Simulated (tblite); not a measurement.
**Molecular dynamics, with input and output: C$_{3}$H$_{2}$F$_{2}$NO$_{3}$S (charge −1) (part 2 of 2)**

Continued. System: C$_{3}$H$_{2}$F$_{2}$NO$_{3}$S, charge −1, SMILES N#C[C@H](C(F)F)S(=O)(=O)[O-]. Method: GFN2-xTB Langevin dynamics, gas phase (tblite 0.8.0). 

Geometry of the input (Å):
```
N  -0.1629  2.7910  0.4054
C  -0.2169  1.7031  0.0437
C  -0.2647  0.3698  -0.4099
C  -1.1355  -0.5738  0.3677
F  -2.4189  -0.6263  -0.1317
F  -1.2953  -0.2204  1.6604
S  1.4557  -0.4171  -0.2174
O  1.1982  -1.7268  -0.7986
O  1.6892  -0.4310  1.2077
O  2.3300  0.4294  -0.9989
H  -0.4587  0.2910  -1.4771
H  -0.7190  -1.5895  0.3227
```

**Trajectory as extended XYZ, continued**
```
12
Properties=species:S:1:pos:R:3:forces:R:3 step=21 time_fs=525.0 energy=-966.15189 temperature=282.9
N     0.7873    2.0547    1.5458    1.1228   1.9450   1.6892
C     0.3158    1.2735    0.8837   -0.8070  -1.5628  -1.6892
C    -0.2368    0.3071    0.0319   -0.8975  -1.3333   1.2906
C    -1.4450   -0.4544    0.6943    0.4866   0.9485  -0.8939
F    -2.5892    0.1139    0.1439    0.0901  -0.7970  -0.0398
F    -1.6633   -0.2685    2.0173    0.5216   0.0006  -0.0618
S     1.0673   -1.0609   -0.2229   -1.5764  -0.5027   1.2801
O     0.1994   -2.2302   -0.4390    0.6082   0.3672  -0.7505
O     1.7452   -1.1478    1.0334    0.5743   0.0148   0.7832
O     1.8434   -0.5478   -1.2971    0.5816   0.0987  -1.3848
H    -0.4964    0.6542   -0.9524   -0.1237   0.0971  -0.1933
H    -1.2903   -1.5459    0.4911   -0.5806   0.7238  -0.0298
12
Properties=species:S:1:pos:R:3:forces:R:3 step=22 time_fs=550.0 energy=-966.18728 temperature=217.1
N     1.0223    1.9147    1.6067    0.0329   0.4693  -0.0162
C     0.4002    1.2865    0.8784   -0.3742  -0.9711  -0.1516
C    -0.2706    0.3019    0.1081   -0.5159   0.2850  -0.8247
C    -1.5222   -0.3924    0.6515    0.8789   0.2566   0.0964
F    -2.6957    0.0713    0.0730    0.6639  -0.2174   0.4574
F    -1.6866   -0.3271    1.9955   -0.2241   0.4945  -0.0339
S     1.0461   -1.0718   -0.2066    0.2925  -0.6969   1.5517
O     0.2093   -2.2200   -0.5031   -0.5184  -0.3188   0.2274
O     1.8023   -1.1860    1.0470   -0.6302   0.2129  -1.0160
O     1.7904   -0.6837   -1.3674    0.4725   0.9352  -0.4463
H    -0.5282    0.5725   -0.9394    0.3912   0.1530   0.6266
H    -1.3379   -1.4400    0.4402   -0.4690  -0.6024  -0.4707
12
Properties=species:S:1:pos:R:3:forces:R:3 step=23 time_fs=575.0 energy=-966.04806 temperature=246.5
N     1.0950    1.9393    1.5443   -0.9388  -1.1984  -0.5391
C     0.4346    1.1636    0.9870    0.8856   1.5856   0.5253
C    -0.3175    0.3541    0.1242    0.0086  -0.0148  -0.8390
C    -1.5452   -0.3772    0.5868    2.0400  -0.8020   1.6994
F    -2.6578    0.0455    0.0562   -1.6338   0.4740  -1.2558
F    -1.7954   -0.2932    1.9337    0.1543   0.2249   0.4192
S     0.9981   -1.0715   -0.2128    1.3792   0.2154   0.2746
O     0.1672   -2.2385   -0.4829   -0.1235   0.1384  -0.0446
O     1.8125   -1.2095    1.0120   -1.1468   0.3913  -1.1340
O     1.7531   -0.6013   -1.3782   -0.6290  -0.0925   0.6798
H    -0.6349    0.8897   -0.8106    0.7676  -0.4105   0.5717
H    -1.2798   -1.4237    0.4165   -0.7634  -0.5114  -0.3577
12
Properties=species:S:1:pos:R:3:forces:R:3 step=24 time_fs=600.0 energy=-966.03808 temperature=260.1
N     1.0450    1.9741    1.5644   -1.6562  -2.1913  -1.1436
C     0.4291    1.1461    1.0108    0.8128   1.4869   0.0596
C    -0.2389    0.2246    0.1116   -0.3466   0.5837   1.7029
C    -1.5387   -0.4340    0.5228    0.3711  -0.4645   0.8391
F    -2.6555    0.0854   -0.1067    0.6238  -0.3807   0.3008
F    -1.7748   -0.2635    1.8725   -0.1946   0.0253  -0.5093
S     0.9993   -1.0996   -0.2517    1.0082   1.3032   0.3623
O     0.1422   -2.2298   -0.4863   -0.0076  -1.0394  -0.7895
O     1.7641   -1.1918    0.9743    0.4083  -0.3188  -0.3450
O     1.6557   -0.4600   -1.4033   -0.1905  -1.1043   0.6690
H    -0.2728    0.5734   -0.8799   -0.3248   0.8468  -0.9968
H    -1.4232   -1.5632    0.3671   -0.5040   1.2532  -0.1494
12
Properties=species:S:1:pos:R:3:forces:R:3 step=25 time_fs=625.0 energy=-966.09026 temperature=263.0
N     0.9247    1.8640    1.6507    0.5339   0.7210   0.6567
C     0.3590    1.1830    0.9348   -1.0195  -1.2282  -0.8882
C    -0.3294    0.3068    0.0380    1.0522  -0.1436   1.1216
C    -1.5704   -0.4033    0.5196    0.2620  -0.6267  -1.4367
F    -2.6036    0.1397   -0.2489   -0.2363  -0.4764   0.9520
F    -1.8545   -0.3039    1.8249   -0.3506   0.5688   0.1968
S     0.9772   -1.1056   -0.2315    0.7098   0.4608  -1.7696
O     0.1754   -2.2534   -0.6339   -0.3220  -0.1633   0.9381
O     1.8724   -1.2506    0.8989   -0.8763  -0.0300   0.1752
O     1.6332   -0.5554   -1.4076    0.3073   0.3108   0.0655
H    -0.4398    0.8071   -0.9303   -0.0776  -0.4946   0.1859
H    -1.5220   -1.5266    0.3161    0.0172   1.1013  -0.1973
12
Properties=species:S:1:pos:R:3:forces:R:3 step=26 time_fs=650.0 energy=-966.03524 temperature=294.1
N     0.8451    1.8530    1.6367    1.3673   2.0437   1.9240
C     0.3342    1.1003    0.9769   -1.4233  -2.2410  -1.8455
C    -0.2610    0.1901    0.0535    0.2877   2.5410  -0.7175
C    -1.5707   -0.4108    0.4219   -0.3139   0.1530  -0.3182
F    -2.6050    0.1911   -0.2105   -0.5193   0.3813  -1.0611
F    -1.9931   -0.3062    1.6835    0.4685   0.1449   1.4839
S     0.9956   -1.0857   -0.3243    0.4660  -1.2989  -1.3334
O     0.1281   -2.2413   -0.6095    0.3992   0.4950  -0.5983
O     1.7692   -1.3556    0.8612    0.4266   0.5932   0.1883
O     1.7111   -0.4894   -1.4849   -0.8173  -0.7871   1.4493
H    -0.2739    0.8023   -0.9330   -0.3993  -1.1680   1.2258
H    -1.5636   -1.4568    0.1756    0.0576  -0.8570  -0.3974
12
Properties=species:S:1:pos:R:3:forces:R:3 step=27 time_fs=675.0 energy=-965.99805 temperature=328.2
N     0.7775    1.9321    1.6776   -0.7476  -2.1643  -1.4825
C     0.3368    1.0785    1.0059    0.1122   1.8479   1.5390
C    -0.3395    0.2081    0.1135    2.4550   0.8251  -1.6269
C    -1.6499   -0.3844    0.4198   -0.5423   0.5316   0.8773
F    -2.6384    0.2439   -0.2655   -0.5899   0.6118  -0.2514
F    -2.0299   -0.2599    1.7485    0.2780  -0.0086  -0.5121
S     1.0278   -1.1559   -0.4040   -2.3073   1.3234  -1.0243
O     0.1072   -2.2113   -0.8033    0.4510  -0.1945  -0.1765
O     1.7018   -1.3406    0.8207    1.3150  -0.6334   1.4224
O     1.7506   -0.4944   -1.4827   -0.2383  -0.3472   0.4447
H    -0.2588    0.7600   -0.8789   -0.7160  -0.7424   0.8998
H    -1.7921   -1.4116    0.1512    0.5302  -1.0493  -0.1096
12
Properties=species:S:1:pos:R:3:forces:R:3 step=28 time_fs=700.0 energy=-966.03504 temperature=390.6
N     0.7790    1.8766    1.7168   -1.7226  -1.6314  -1.8300
C     0.2019    1.1781    0.9727    1.9666   0.8739   1.4019
C    -0.3199    0.2541    0.0089    0.4980   0.1168   1.6514
C    -1.6227   -0.3495    0.4283   -1.5372   0.5595  -0.1115
F    -2.6544    0.2893   -0.2763    0.1691   0.0919   0.3137
F    -2.0491   -0.2424    1.7481    0.8500   0.2293  -0.8876
S     0.9601   -1.1230   -0.4569    0.1328  -0.6623   0.3420
O     0.1405   -2.2085   -0.9794   -0.5130   0.1447   0.7343
O     1.6963   -1.3648    0.7628   -0.3946  -0.2695   0.2530
O     1.7750   -0.5799   -1.5007    0.3497   1.1657  -0.6722
H    -0.3533    0.7642   -0.9179   -0.4203   0.2626  -1.0170
H    -1.7964   -1.3772    0.1612    0.6215  -0.8812  -0.1780
12
Properties=species:S:1:pos:R:3:forces:R:3 step=29 time_fs=725.0 energy=-965.93716 temperature=358.7
N     0.7442    1.7948    1.7371    0.8612   0.9280   1.0309
C     0.3876    1.1375    0.8853   -1.7977  -1.6982  -1.7405
C    -0.3096    0.3163   -0.1041    2.1163  -0.4027   3.3141
C    -1.5394   -0.3164    0.3593   -2.5410  -1.1337  -1.1252
F    -2.6736    0.2595   -0.2802    0.4387   0.2779  -0.0626
F    -1.9176   -0.2256    1.6274    0.4749   0.1321   1.0340
S     0.9357   -1.0401   -0.5562   -0.6564  -2.5640   1.9458
O     0.0644   -2.1641   -1.0354    1.0776   1.6585   0.3666
O     1.5832   -1.3727    0.7491   -0.6869   0.6429  -1.9227
O     1.7541   -0.4161   -1.5582    0.2936   0.1908  -0.2466
H    -0.4314    0.8169   -0.9686   -0.4339   1.5704  -2.8509
H    -1.6882   -1.3837    0.0327    0.8535   0.3980   0.2571
12
Properties=species:S:1:pos:R:3:forces:R:3 step=30 time_fs=750.0 energy=-966.03443 temperature=300.2
N     0.7935    1.8065    1.6666    0.0300  -0.3453  -0.3259
C     0.3417    1.1324    0.8525   -0.3945   0.4234  -0.0137
C    -0.3307    0.3910   -0.1602    1.4198   0.5047  -0.7224
C    -1.5525   -0.2872    0.2346   -1.2978  -2.0625   0.4287
F    -2.6937    0.1957   -0.3307   -0.3336   0.7426   0.0666
F    -1.7059   -0.1443    1.5962   -0.5249  -0.4690  -0.4927
S     0.8768   -0.9689   -0.6094    0.2441  -2.8518   1.8605
O     0.0307   -2.0447   -1.1820    0.4927   1.0387   0.4073
O     1.5262   -1.3982    0.6682   -0.8678   0.8452  -1.8834
O     1.7118   -0.3283   -1.5759    0.7492   0.5183  -0.5291
H    -0.3168    0.8887   -1.1348   -0.3524   0.0528   0.3201
H    -1.6400   -1.4221   -0.0946    0.8350   1.6029   0.8840
12
Properties=species:S:1:pos:R:3:forces:R:3 step=31 time_fs=775.0 energy=-965.93232 temperature=240.0
N     0.8464    1.8121    1.6346   -1.6770  -0.8104  -1.7068
C     0.1998    1.2775    0.8209    2.0418   0.2442   1.1169
C    -0.3152    0.4381   -0.2150   -0.3698   1.5779  -1.3785
C    -1.5516   -0.2865    0.1932   -0.4338  -0.9472   1.7281
F    -2.7197    0.1661   -0.3234   -0.0551   0.5317  -0.0498
F    -1.6724   -0.0790    1.5996   -0.5133  -0.5534  -1.1885
S     0.9224   -0.9515   -0.6648   -2.5776  -1.5399   2.8418
O    -0.0249   -1.8747   -1.2878    0.5105   0.0190  -0.2745
O     1.4185   -1.4142    0.6252   -0.1178   0.1739  -0.6254
O     1.8388   -0.3261   -1.5043    2.1944   1.3447  -2.0875
H    -0.4864    1.0824   -1.1731    0.2906  -1.2028   1.3625
H    -1.6094   -1.4098    0.0084    0.7070   1.1624   0.2617
12
Properties=species:S:1:pos:R:3:forces:R:3 step=32 time_fs=800.0 energy=-966.18267 temperature=342.2
N     0.7793    1.8166    1.5296    0.2504   0.1341  -0.5086
C     0.3329    1.2773    0.6153   -0.4112   0.0514   0.9183
C    -0.3750    0.4488   -0.2686    1.2451   0.1190   0.0397
C    -1.5126   -0.3055    0.3209   -1.5287   1.3902   0.3223
F    -2.6848    0.2117   -0.2594    0.2581  -0.4273   0.0917
F    -1.8062   -0.1490    1.6499    0.6537  -0.0916  -0.4246
S     0.9341   -0.9236   -0.6838   -1.5080  -0.7771   0.8792
O     0.0223   -1.7634   -1.4312   -0.1046  -0.4840  -0.6956
O     1.2850   -1.4980    0.5913    0.0380   0.1961   0.3760
O     2.0142   -0.3711   -1.4232    0.7566   0.9313  -0.6996
H    -0.7043    0.8912   -1.2005    0.2586   0.0727  -0.1387
H    -1.4651   -1.3377    0.0766    0.0919  -1.1148  -0.1600
12
Properties=species:S:1:pos:R:3:forces:R:3 step=34 time_fs=850.0 energy=-966.20110 temperature=373.7
N     0.8746    2.0499    1.3685   -1.2294  -1.4315  -0.7917
C     0.2614    1.2697    0.7634    0.7015   0.3155  -0.7737
C    -0.3779    0.3806   -0.2179    0.2841   0.6574   0.8778
C    -1.5404   -0.4186    0.3787    0.5670   0.8755  -0.9772
F    -2.7330    0.0867   -0.0603   -0.3463  -0.0202  -0.0761
F    -1.5473   -0.2115    1.6926   -0.3420  -0.3826   0.9522
S     0.8192   -0.9843   -0.7030    0.2208  -1.2200  -0.5836
O     0.1061   -1.8097   -1.7085    0.1929   1.1021   0.9004
O     0.9985   -1.7019    0.5532    0.1118   0.3760  -0.3035
O     1.9703   -0.2847   -1.2502   -0.2353  -0.1346   0.3017
H    -0.5726    0.9465   -1.1424   -0.2120  -0.3684   0.4219
H    -1.5357   -1.4936    0.1385    0.2869   0.2309   0.0518
12
Properties=species:S:1:pos:R:3:forces:R:3 step=35 time_fs=875.0 energy=-966.13668 temperature=298.8
N     0.8247    1.9036    1.4891   -1.1092  -1.0588  -2.3804
C     0.3065    1.3303    0.6035    1.6902   1.5570   3.4933
C    -0.3615    0.4720   -0.2336   -1.5756  -1.0343  -1.8651
C    -1.5147   -0.3254    0.4140    0.5341  -1.0766  -1.5087
F    -2.7775    0.0370    0.0120    0.1081   0.4818   0.0512
F    -1.5170   -0.2619    1.7378   -0.1014   0.1779   0.6852
S     0.8078   -1.0205   -0.6741   -0.5518   0.5140  -0.5861
O     0.0967   -1.7504   -1.7077   -0.2666   0.4321  -0.2963
O     0.8977   -1.7832    0.5238    0.1963  -0.3630   1.3405
O     1.9815   -0.3169   -1.0962    0.7744   0.1658  -0.3658
H    -0.6126    0.9554   -1.2339    0.0965  -0.8177   1.1707
H    -1.4448   -1.4239    0.1085    0.2050   1.0217   0.2615
12
Properties=species:S:1:pos:R:3:forces:R:3 step=36 time_fs=900.0 energy=-966.23601 temperature=317.6
N     0.8082    1.8577    1.4642    0.7655   0.7987   0.9266
C     0.3171    1.2283    0.6521   -0.1914   0.4104  -0.2986
C    -0.3422    0.4321   -0.2506   -1.2318  -1.5717  -0.7095
C    -1.4822   -0.3492    0.3935   -0.2482  -0.7955  -0.3848
F    -2.7443    0.1190    0.0544    0.4658   0.0016  -0.0218
F    -1.4850   -0.3039    1.7488    0.0812  -0.0279  -0.2955
S     0.8228   -1.0415   -0.6613   -0.0533   1.4675   0.0637
O     0.0586   -1.5282   -1.7800   -0.0524  -0.7641  -0.5303
O     0.8495   -1.8220    0.5277   -0.3874  -1.0859   0.8848
O     2.0849   -0.4238   -0.9434    0.6125   0.2584  -0.6980
H    -0.6189    0.7495   -1.2706    0.2706   0.2263   0.7611
H    -1.4477   -1.4423    0.0713   -0.0312   1.0822   0.3024
12
Properties=species:S:1:pos:R:3:forces:R:3 step=37 time_fs=925.0 energy=-966.07759 temperature=230.2
N     0.8812    1.8649    1.4725    0.6390   0.8382   1.1671
C     0.2647    1.1461    0.8445   -0.3077  -0.3646  -1.5682
C    -0.3340    0.3365   -0.1401   -0.4908  -1.6563   2.1348
C    -1.5351   -0.4631    0.3949    0.5217   1.2958   0.1507
F    -2.6666    0.2459    0.0455   -0.2378  -0.3233   0.1208
F    -1.5083   -0.3952    1.7448   -0.4628  -0.7616   0.0274
S     0.8273   -1.0283   -0.6120    0.4799  -1.3755  -0.8792
O     0.1083   -1.5047   -1.8244    0.5855   0.2113   1.2730
O     0.7966   -1.9416    0.5400   -0.2242   0.6604  -0.8963
O     2.1460   -0.4773   -0.8987   -0.6854   0.0177   0.1664
H    -0.7330    0.7545   -0.9897   -0.0588   1.4002  -2.0013
H    -1.6422   -1.4735   -0.0136    0.2414   0.0578   0.3048
12
Properties=species:S:1:pos:R:3:forces:R:3 step=38 time_fs=950.0 energy=-966.21739 temperature=263.7
N     0.8905    1.8651    1.6033    0.4647   0.6094   0.7573
C     0.3366    1.1775    0.8814   -0.1977  -0.3776  -0.5552
C    -0.2950    0.3541   -0.0535   -0.3824  -1.3023   0.5960
C    -1.5653   -0.3738    0.4103    1.5506   0.2745   1.1234
F    -2.7042    0.2583    0.1043   -0.5561   0.5558   0.0918
F    -1.5825   -0.5661    1.8092   -0.1312   0.2488  -1.6354
S     0.8937   -1.1072   -0.5715   -0.8595  -0.3674  -0.9505
O     0.2436   -1.5873   -1.8241    0.3120   0.5534   1.4851
O     0.7542   -2.0490    0.5445    0.5678   0.7912  -0.7765
O     2.1608   -0.4437   -0.8563   -0.4524  -0.4828   0.7175
H    -0.4131    0.7931   -1.0097   -0.2639   0.4972  -0.7679
H    -1.5741   -1.3179   -0.0940   -0.0520  -1.0002  -0.0856
12
Properties=species:S:1:pos:R:3:forces:R:3 step=39 time_fs=975.0 energy=-966.20363 temperature=277.5
N     0.7929    1.7990    1.7191   -0.0125  -0.2286  -0.7962
C     0.3792    1.1596    0.8508   -0.0758   0.0560   1.3769
C    -0.2644    0.2751   -0.0273   -0.4808   0.6140  -1.6159
C    -1.4980   -0.4592    0.4586   -0.2014   1.1231  -0.3426
F    -2.6713    0.2474    0.1163    0.6469  -0.5587  -0.0937
F    -1.6481   -0.6121    1.7813    0.3714  -0.0357   0.1881
S     0.9339   -1.1367   -0.5456   -1.1987   0.3228  -1.0225
O     0.3581   -1.6408   -1.7817   -0.2000   0.4832  -0.2478
O     0.8164   -2.0999    0.4876   -0.0152  -0.8888   1.6923
O     2.1701   -0.4487   -0.6741    1.3246   0.5734  -0.1722
H    -0.4998    0.8351   -1.0096    0.2612  -0.9908   1.2481
H    -1.4734   -1.4253   -0.0250   -0.4197  -0.4699  -0.2146
12
Properties=species:S:1:pos:R:3:forces:R:3 step=40 time_fs=1000.0 energy=-966.13756 temperature=355.9
N     0.6867    1.7309    1.7781   -0.6126  -1.0004  -1.0973
C     0.2637    1.0384    0.9489    0.7078   0.7849   0.5294
C    -0.2573    0.2108   -0.0925    0.1983   0.6694   0.6517
C    -1.4847   -0.5228    0.3974    0.0185   0.8817  -0.6001
F    -2.6191    0.2053    0.0314    0.1750  -0.8874  -0.1214
F    -1.6185   -0.6271    1.7314    0.2503   0.1175   0.2402
S     0.9541   -1.1963   -0.4921    1.3857   2.8964  -1.4921
O     0.5069   -1.5710   -1.8062   -0.7120  -0.5819  -0.5461
O     0.8540   -2.1524    0.5268   -0.6821  -1.8475   1.8661
O     2.2048   -0.4642   -0.5262    0.2935  -0.0895   0.0566
H    -0.3294    0.7889   -1.0542   -0.2605  -0.7856   0.9526
H    -1.4066   -1.5407    0.0183   -0.7619  -0.1575  -0.4396
```

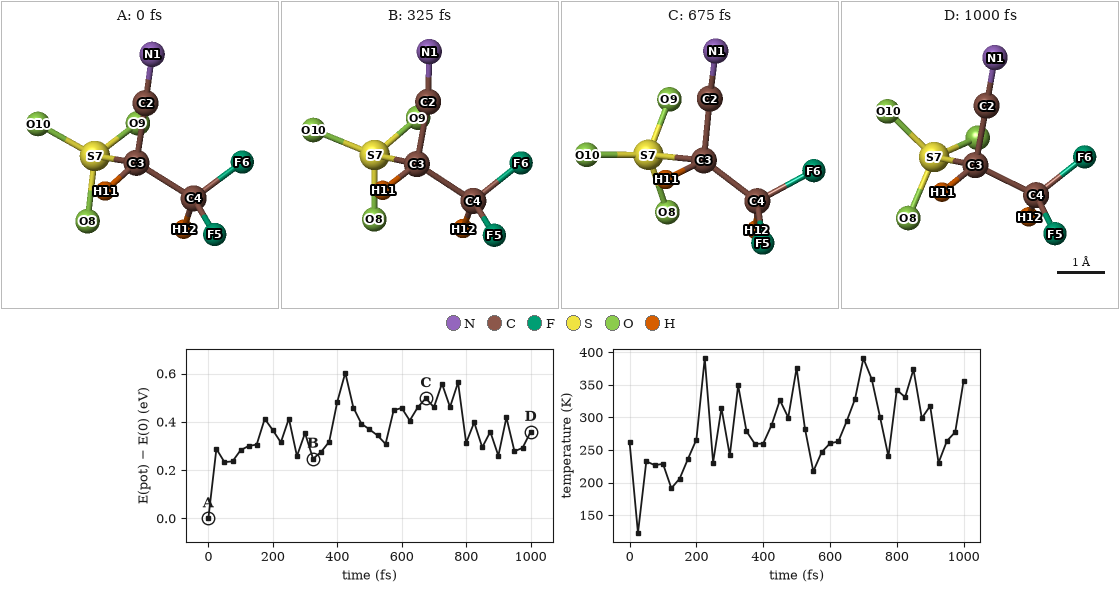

*Frames of the molecular dynamics (ball-and-stick, seen at a tilt) above the curves, on which the letters mark them.*

The trajectory kept here has 41 frames over 1000 fs. The temperature starts at 262 K, ranges from 122 to 391 K and averages 302 K over the second half. The potential energy ends 0.358 eV above its first value. After an unweighted best fit of the last frame on the first, the root-mean-square displacement is 0.22 Å, and O8 has moved furthest (0.39 Å).
